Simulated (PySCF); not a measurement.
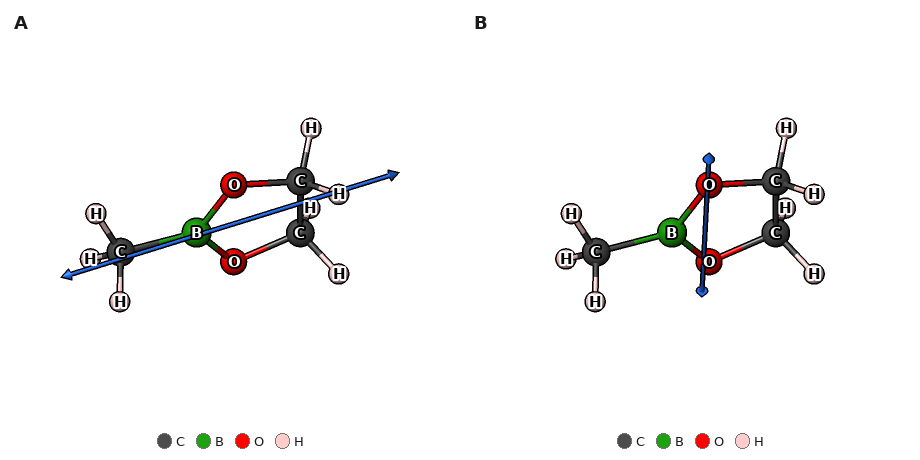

The double arrows show the directions of two transition dipoles from the ground state (lengths mean nothing). The computed structure is the end point of a PBE0-D3(BJ)/def2-SVP optimisation. No frequency run is at hand to confirm it as a minimum. Method: TDDFT PBE0/def2-SVPD, vertical, gas phase, core orbitals frozen in the response (PySCF 2.14.0).

> One belongs to singlet state 3 and one to singlet state 5. Which is which?

A: state 5, 8.65 eV (143 nm), oscillator strength 0.029, mainly HOMO−1 → LUMO (weight 0.96).
B: state 3, 7.94 eV (156 nm), oscillator strength 0.042, mainly HOMO → LUMO+2 (weight 0.98).
